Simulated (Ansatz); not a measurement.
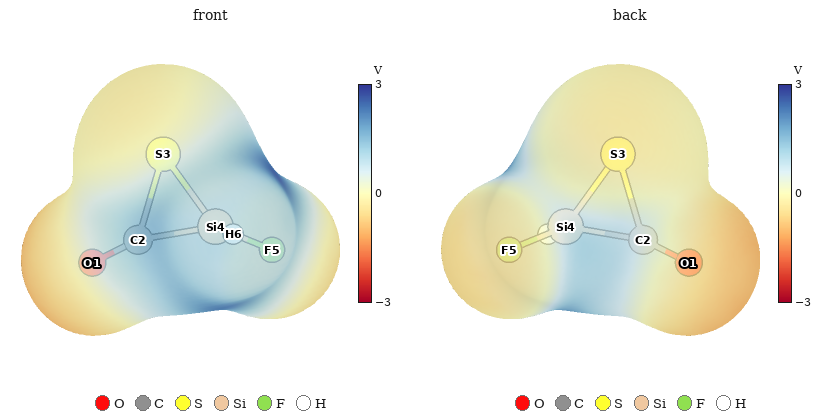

*CHFOSSi (SMILES O=C1S[SiH]1F). The molecular electrostatic potential painted on the density surface at 0.002 e/bohr³, seen from the front and from behind; the colour scale runs from red (negative) to blue (positive).*

Level of theory: RKS PBE0-D4/def2-SVP in Ansatz.

The calculation's input:

```
crystal:
  periodic: [false, false, false]
  atoms:
    - { symbol: O, position_ang: [0.2974, -2.1525, 0.1626] }
    - { symbol: C, position_ang: [-0.1846, -0.9853, -0.0104] }
    - { symbol: S, position_ang: [-1.6967, -0.4084, -0.4779] }
    - { symbol: Si, position_ang: [0.6147, 0.5858, 0.1939] }
    - { symbol: F, position_ang: [0.946, 1.3582, -1.1577] }
    - { symbol: H, position_ang: [0.0652, 1.5382, 1.2433] }
basis:
  gaussian: { orbitals: def2-SVP }
hamiltonian:
  xc: pbe0
  dispersion: d4
relax:
  f_tol: 0.015
  max_steps: 40
output:
  orbitals: {}
```

Run with:

```sh
ansatz run input.yaml --threads 1 --pin off --max-ram 2048MiB --backend cpu --events-out ev --progress --plain --runs-dir out
```

The fields are those of the relaxed geometry.

> Describe the electrostatic potential map.

The most negative region (about −1.0 V) lies over O1, the most positive (about +2.4 V) over Si4.
